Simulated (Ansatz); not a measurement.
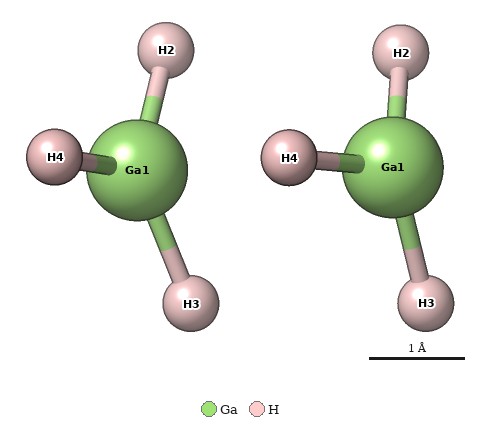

Two geometries of GaH$_{3}$, drawn at one scale. One is the start of a relaxation, the other its converged end. The picture is a ball-and-stick view, seen from a free direction.

Level of theory: RKS PBE0-D4/def2-TZVP in Ansatz 0.2.0. Set-up: force threshold 0.005 eV/Å; at most 200 steps.

> Which one is relaxed?

The left one is the relaxed one. It is one of the separated reactants of a reaction. The largest move after the best rigid fit is that of Ga1, 0.21 Å. Largest moves by element: Ga 0.21 Å, H 0.07 Å. Among the contacts that change: Ga1–H2 1.594 → 1.568 Å, Ga1–H4 1.580 → 1.568 Å. Bond angles that change, for instance: H2–Ga1–H3 115.5° → 120.0°, H2–Ga1–H4 117.2° → 120.0°. Over 4 geometry steps the energy falls by 20.8 kJ/mol. Largest force component: 1.5 eV/Å at the start, 0.00011 eV/Å at the end.
